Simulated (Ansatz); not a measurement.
**CH9AsOSi2 (SMILES CO[SiH2][AsH][SiH3]): density, localisation and related maps**

Input

```
crystal:
  periodic: [false, false, false]
  atoms:
    - { symbol: C, position_ang: [2.0747, -1.4565, -0.16] }
    - { symbol: O, position_ang: [1.0334, -0.9303, 0.6233] }
    - { symbol: Si, position_ang: [0.762, 0.7108, 0.1455] }
    - { symbol: As, position_ang: [-1.0653, 1.5501, 1.3027] }
    - { symbol: Si, position_ang: [-2.5381, 0.2051, 0.116] }
    - { symbol: H, position_ang: [1.8024, -1.476, -1.2396] }
    - { symbol: H, position_ang: [2.2513, -2.5062, 0.1522] }
    - { symbol: H, position_ang: [3.0267, -0.9011, -0.0002] }
    - { symbol: H, position_ang: [1.9472, 1.5239, 0.4581] }
    - { symbol: H, position_ang: [0.4894, 0.7765, -1.2989] }
    - { symbol: H, position_ang: [-1.2383, 2.7406, 0.304] }
    - { symbol: H, position_ang: [-2.3594, -1.1947, 0.5292] }
    - { symbol: H, position_ang: [-3.9185, 0.6293, 0.3919] }
    - { symbol: H, position_ang: [-2.2677, 0.3286, -1.3241] }
basis:
  gaussian:
    orbitals: cc-pVDZ
hamiltonian:
  xc: r2scan
output:
  orbitals: {}
  forces: true
```

Command:

```sh
python energy_ch9asosi2.py
```

Not at a stationary point (largest force 1.4 eV/Å).

Computed with Ansatz, SCF r2SCAN, Gaussian basis.

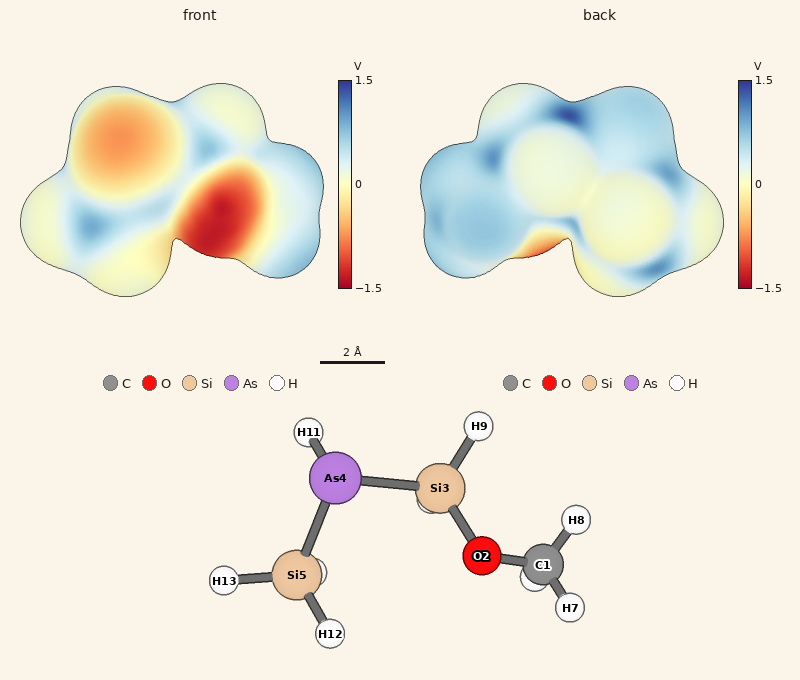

Figure 1. The molecular electrostatic potential painted on the density surface at 0.002 e/bohr³, seen from the front and from behind; the colour scale runs from red (negative) to blue (positive). The bare structure is drawn below in the same view.

Q: Which sites attract a positive test charge, and which a negative one?

A: A positive charge is drawn to the negative regions and a negative charge to the positive ones. The most negative region (about −1.3 V) lies over O2, the most positive (about +1.1 V) over Si3. O2 is the likeliest acceptor of a hydrogen bond.

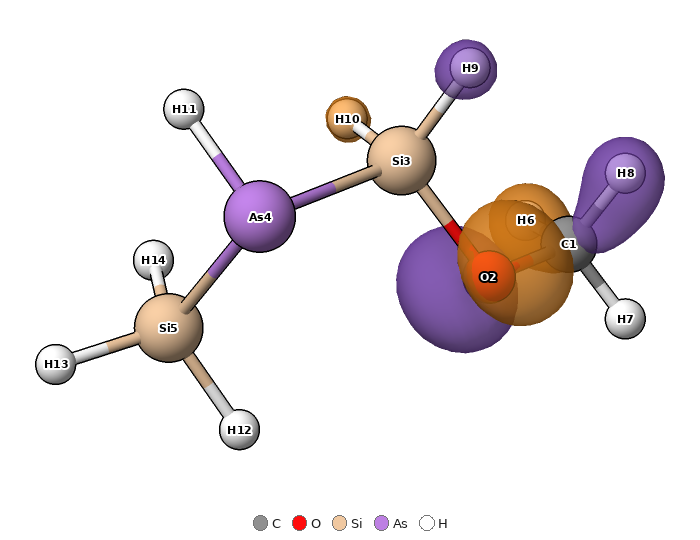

Figure 2. The HOMO−1 at ±0.2 Å⁻³ᐟ² (orange and purple are the two phases), seen at a tilt.

Q: Describe this orbital and give its energy.

A: Its weight (Hirshfeld) is mainly on O2 (about 60 %), C1 (about 10 %) and H8 (about 5 %). Its energy is −6.80 eV.

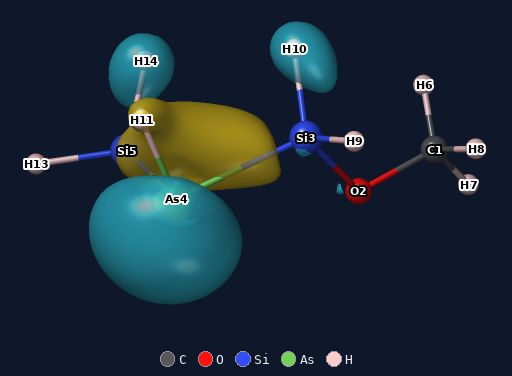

Figure 3. One frontier orbital at ±0.15 Å⁻³ᐟ² (yellow and cyan are the two phases), seen from one side.

Q: Which orbital is it: HOMO or LUMO?

A: The HOMO, at −6.47 eV. It lies mainly on As4 (about 65 %), Si5 (about 10 %) and Si3 (about 10 %).
